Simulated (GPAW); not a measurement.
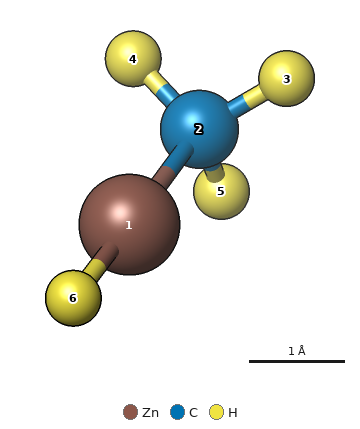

**Figure 1.** The structure (ball-and-stick view, seen at an oblique angle; atoms are numbered from 1 in the order of the input). Sticks mark near contacts.

Property calculation of CH4Zn

The run: property calculation of CH4Zn, SMILES [H][Zn][CH3]. Method and program: AM05/real-space grid, scalar-relativistic datasets (GPAW 26.7.0).

The run did not end well. The geometry comes from this level: GFN2-xTB.

Log:
```
__  _  _
 | _ |_)|_||  |
 |__||  | ||/\| - 26.7.0

units:  Angstrom and eV
cores:  1
OpenMP: False

Versions:
  Python: 3.12.14
  ASE:    3.29.0
  Numpy:  2.5.5
  Scipy:  1.18.1
  Libxc:  7.0.0

        _gpaw.cpython-312-aarch64-linux-gnu.so

Input parameters:
  mode=FD(),
  eigensolver=Davidson(niter=2),
  h=0.18,
  maxiter=150,
  xc=XC(name='AM05')

Diagonalizing LCAO Hamiltonian
Converting LCAO to fd mode
        .---------------------------.
       /|                           |
      / |                           |
     /  |                           |
    /   |                           |
   /    |                           |
  /     |                           |
 *      |                           |
 |      |                           |
 |      |        H                  |
 |      |       H C H               |
 |      |                           |
 |      |                           |
 |      |         Zn                |
 |      |         H                 |
 |      |                           |
 |      |                           |
 |      .---------------------------.
 |     /                           /
 |    /                           /
 |   /                           /
 |  /                           /
 | /                           /
 |/                           /
 *---------------------------*

Atoms  # Å, Bohr magnetons
|   | symbol |        x |        y |        z |    initial magnetic moments |
|---|--------|----------|----------|----------|-----------------------------|
| 0 |     Zn | 5.538080 | 5.851160 | 6.541240 | ( 0.0000,  0.0000,  0.0000) |
| 1 |      C | 5.554200 | 5.838920 | 8.548330 | ( 0.0000,  0.0000,  0.0000) |
| 2 |      H | 5.116240 | 6.735060 | 8.980250 | ( 0.0000,  0.0000,  0.0000) |
| 3 |      H | 6.560510 | 5.767340 | 8.952830 | ( 0.0000,  0.0000,  0.0000) |
| 4 |      H | 5.000000 | 5.000000 | 8.962380 | ( 0.0000,  0.0000,  0.0000) |
| 5 |      H | 5.543400 | 5.837850 | 5.000000 | ( 0.0000,  0.0000,  0.0000) |

Unit cell  # Å
| periodic |         x |         y |         z |   lengths |    angles |
|----------|-----------|-----------|-----------|-----------|-----------|
|       no | 11.560510 |  0.000000 |  0.000000 | 11.560510 | 90.000000 |
|       no |  0.000000 | 11.735060 |  0.000000 | 11.735060 | 90.000000 |
|       no |  0.000000 |  0.000000 | 13.980250 | 13.980250 | 90.000000 |

Number of symmetries: 1
Symmetry operations  # r_c * U_cc + t_c -> r_c
|   | kind |            matrix            |
|---|------|------------------------------|
| 0 |  E   |  1, 0, 0,  0, 1, 0,  0, 0, 1 |

BZ-sampling:
  Number of BZ points: 1
  Number of IBZ points: 1

  Monkhorst-Pack size: [1, 1, 1]
  Monkhorst-Pack shift: [0, 0, 0]

K-points  # in reciprocal-cell coordinates
|   |                                coordinates |     weight |
|---|--------------------------------------------|------------|
| 0 | (  0.00000000,   0.00000000,   0.00000000) | 1.00000000 |

Uniform wave function grid shape: (np.int64(63), np.int64(63), np.int64(75))
Spin-components: 1 (collinear spins)
Bands:           16
Projectors:      23
Spin-degeneracy: 2
Datatype:        float64

  Storage: CPU
  Wave functions: 38_102_400 bytes (38_102_400 per core)

Parallelization:
  kpt:    1
  domain: 1
  band:   1

Density:
  Valence electrons: 20.0
  Components: 1
  Grid points: [64 64 76]
  Charge: 0.0  # |e|

Potential:
  Grid points: [64 64 76]

species:
  Zn:
    name:    Zinc
    Z:       30.0
    valence: 12
    core:    18
    charge:  0.0  # [|e|]
    file:    Zn.AM05
    compensation charges:
      type: gauss
      rc: 0.37  # [Å]
      lmax: 2
    cutoffs:
      filter: 2.14  # [Å]
      core: 2.28  # [Å]
    projectors
    | kind |    occ | energy [eV] | rcut [Å] |
    |------|--------|-------------|----------|
    |   4s |  2.000 |      -5.940 |    1.286 |
    |   4p |  0.000 |      -1.050 |    1.270 |
    |   3d | 10.000 |     -10.184 |    1.180 |
    |    s |        |      21.272 |    1.286 |
    |    p |        |      26.161 |    1.270 |
    |    d |        |      17.028 |    1.180 |

    Using partial waves for Zn as LCAO basis

  C:
    name:    Carbon
    Z:       6.0
    valence: 4
    core:    2
    charge:  0.0  # [|e|]
    file:    C.AM05
    compensation charges:
      type: gauss
      rc: 0.20  # [Å]
      lmax: 2
    cutoffs:
      filter: 1.14  # [Å]
      core: 1.14  # [Å]
    projectors
    | kind |    occ | energy [eV] | rcut [Å] |
    |------|--------|-------------|----------|
    |   2s |  2.000 |     -13.603 |    0.635 |
    |   2p |  2.000 |      -5.213 |    0.635 |
    |    s |        |      13.608 |    0.635 |
    |    p |        |      21.998 |    0.635 |
    |    d |        |       0.000 |    0.635 |

    Using partial waves for C as LCAO basis

  H:
    name:    Hydrogen
    Z:       1.0
    valence: 1
    core:    0
    charge:  0.0  # [|e|]
    file:    H.AM05
    compensation charges:
      type: gauss
      rc: 0.15  # [Å]
      lmax: 2
    cutoffs:
      filter: 0.85  # [Å]
      core: 0.53  # [Å]
    projectors
    | kind |    occ | energy [eV] | rcut [Å] |
    |------|--------|-------------|----------|
    |   1s |  1.000 |      -6.332 |    0.476 |
    |    s |        |      20.879 |    0.476 |
    |    p |        |       0.000 |    0.476 |

    Using partial waves for H as LCAO basis

Reference energy: -49862.043975  # eV

eigensolver:
  Davidson
  Converge bands: occupied
  niter=2

density mixing:
  MSR1-Mixer
  Pratt-step length: 0.05
  Maximum mixing coefficient: 0.75
  Old densities: 10
  SVD Regularization: 0.005
  Good broyden scale: 1.0
  Trust region scale: 1.0
  Backstep threshold: 4.0
  History deletion threshold: 6.0
  Fourier metric: weight=20.0, sigma=0.015

occupation numbers:
  # Zero width

FastPoissonSolver using
    Stencil: 6*3+1=19 point O(h^6) finite-difference Laplacian
    FFT axes: []
    FST axes: [np.int64(0), np.int64(1), np.int64(2)]

xc functional:
  name: AM05 with 2 nearest neighbor stencil
interpolation: tri-quintic # 5. degree polynomial

Initialization done in: 2.191 s

convergence criteria:
- Maximum [total energy] change in last 3 cyles: 0.0005 eV / valence electron
- Maximum integral of absolute [dens]ity change: 0.0001 electrons / valence electron
- Maximum integral of absolute [eigenst]ate change: 4e-08 eV^2 / valence electron
maximum number of iterations: 150

SCF iterations
|iter     |     time |      energy | eigst |  dens |
|---------|----------|-------------|-------|-------|
|iter:   1| 00:00:03 |  -27.634880 | +1.09 |       |
|iter:   2| 00:00:04 |  -26.910506 | +0.44 | -0.75 |
|iter:   3| 00:00:06 |-2830.417762 | +3.91 | -0.78 |
|iter:   4| 00:00:08 |  136.636076 | +3.08 | +0.28 |
|iter:   5| 00:00:09 |  137.166667 | +2.34 | +0.01 |
|iter:   6| 00:00:11 |  115.958816 | +2.48 | -0.05 |
|iter:   7| 00:00:12 |-645567.035587 | +9.26 | -0.12 |
|iter:   8| 00:00:14 |-196143.420085 | +8.20 | +0.29 |
|iter:   9| 00:00:15 |-8405127.874209 |+11.37 | +0.29 |
|iter:  10| 00:00:17 |-15606740.201931 |+12.32 | +0.30 |
[... 130 lines of further cycles ...]
|iter: 141| 00:03:44 |-48620746.069472 |+14.12 | +0.20 |
|iter: 142| 00:03:46 |-12992056.476480 |+12.50 | +0.21 |
|iter: 143| 00:03:47 |-36909588.841082 |+13.29 | +0.22 |
|iter: 144| 00:03:49 |-86994792.305617 |+14.07 | +0.22 |
|iter: 145| 00:03:50 |-84017386.822617 |+14.09 | +0.21 |
|iter: 146| 00:03:52 |-177923805.655481 |+14.93 | +0.21 |
|iter: 147| 00:03:53 |-182982364.246179 |+15.01 | +0.21 |
|iter: 148| 00:03:55 |-653111885.505023 |+15.57 | +0.22 |
|iter: 149| 00:03:57 |-2902050145.142461 |+16.64 | +0.26 |
|iter: 150| 00:03:58 |-5425292284.003326 |+17.04 | +0.31 |
gpaw.KohnShamConvergenceError
```

The run was set up as follows.

Input (ch4zn.py):
```python
import numpy as np
from ase.io import read
from ase.units import Debye
from gpaw import GPAW, setup_paths
from gpaw.atom.configurations import parameters
from gpaw.atom.generator import Generator

# Atomic positions
atoms = read('ch4zn.xyz')
atoms.center(vacuum=5.0)

# PAW datasets for this functional
for symbol in ['C', 'H', 'Zn']:
    Generator(symbol, xcname='AM05', scalarrel=True, nofiles=True, txt=None).run(**parameters[symbol])
setup_paths.insert(0, '.')

# Calculator
calc = GPAW(mode='fd', h=0.18, xc='AM05', eigensolver='davidson', maxiter=150, txt='-')
atoms.calc = calc

energy = atoms.get_potential_energy()
print(f'Energy                  {energy:.5f} eV')
forces = atoms.get_forces()
print('Forces (eV/Ang)')
for symbol, f in zip(atoms.symbols, forces):
    print(f'{symbol:2} {f[0]:9.4f} {f[1]:9.4f} {f[2]:9.4f}')
dipole = atoms.get_dipole_moment() / Debye
print(f'Dipole: {np.linalg.norm(dipole):.3f} D')
homo, lumo = calc.get_homo_lumo()
print(f'HOMO: {homo:.3f} eV')
print(f'LUMO: {lumo:.3f} eV')
print(f'Gap = {lumo - homo:.3f} eV')

# Non-self-consistent energies
nsc = {}
for xc in ['WC', 'GGA_XC_XLYP', 'BLYP', 'MGGA_X_SCAN+MGGA_C_SCAN', 'MGGA_X_MS2+GGA_C_REGTPSS', 'MGGA_X_R2SCAN+MGGA_C_R2SCAN', 'GGA_X_N12+GGA_C_N12', 'GGA_X_SOGGA11+GGA_C_SOGGA11', 'PBEsol', 'GGA_X_B88+GGA_C_PW91']:
    nsc[xc] = energy + calc.get_xc_difference(xc)
    print(f'{xc:32} {nsc[xc]:12.4f} eV')
```

File ch4zn.xyz:
```
6

Zn    -0.013990     0.012770    -1.289600
C      0.002130     0.000530     0.717490
H     -0.435830     0.896670     1.149410
H      1.008440    -0.071050     1.121990
H     -0.552070    -0.838390     1.131540
H     -0.008670    -0.000540    -2.830840
```

Launched with:
```bash
python ch4zn.py > ch4zn.log
```

What the run reported:

| quantity | value |
| --- | --- |
| outcome | not converged |
| hardware | 1 thread of Arm Neoverse V2, 24 GiB of memory available, shared host |
| wall time | 4 min |
| peak memory | 0.7 GiB |

What went wrong:

The run did not converge. Its last values are not results. Further notes kept with the run: datasets made with stock radii, not tested.
